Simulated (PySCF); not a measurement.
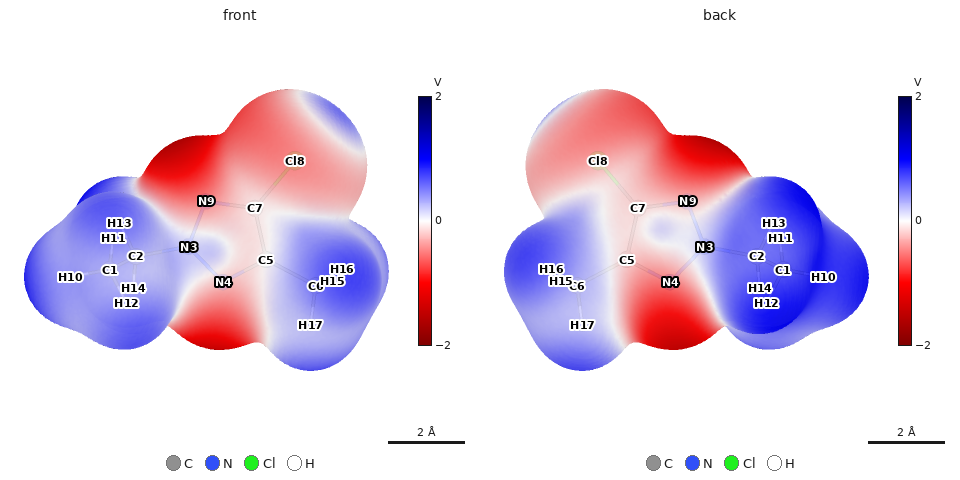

*C5H8ClN3 (SMILES CCn1nc(C)c(Cl)n1). The electrostatic potential painted on the density surface at 0.002 e/bohr³, seen from the front and from behind; red is negative and blue positive.*

Geometry: GFN2-xTB.

Method: PBE0/pcSseg-1, SCF density, gas phase, non-relativistic in PySCF.

| atom | x (Å) | y (Å) | z (Å) |
| --- | --- | --- | --- |
| C | -2.6714 | -0.2855 | 0.4529 |
| C | -1.8646 | 0.4340 | -0.6241 |
| N | -0.4707 | 0.4612 | -0.2853 |
| N | 0.3598 | -0.4935 | -0.6292 |
| C | 1.5310 | -0.1585 | -0.1041 |
| C | 2.7717 | -0.9533 | -0.2535 |
| C | 1.3284 | 1.0575 | 0.5761 |
| Cl | 2.4625 | 1.9775 | 1.4405 |
| N | 0.0576 | 1.4162 | 0.4417 |
| H | -3.7232 | -0.2936 | 0.1815 |
| H | -2.5577 | 0.2228 | 1.4071 |
| H | -2.3272 | -1.3115 | 0.5574 |
| H | -2.1976 | 1.4689 | -0.7231 |
| H | -1.9572 | -0.0837 | -1.5808 |
| H | 3.1541 | -1.2394 | 0.7249 |
| H | 3.5363 | -0.3625 | -0.7554 |
| H | 2.5612 | -1.8445 | -0.8367 |

### Which sites attract a positive test charge, and which a negative one?

A positive charge is drawn to the negative regions and a negative charge to the positive ones. The most negative region (about −1.5 V) lies over N9, the most positive (about +1.0 V) over C2, H13 and H14. Cl8 shows a σ-hole: about +0.6 V at the tip opposite its bond, against about −0.5 V on its flanks. N9 is the likeliest acceptor of a hydrogen bond.

### What dipole moment does the calculation give?

Its dipole moment is 1.81 D.
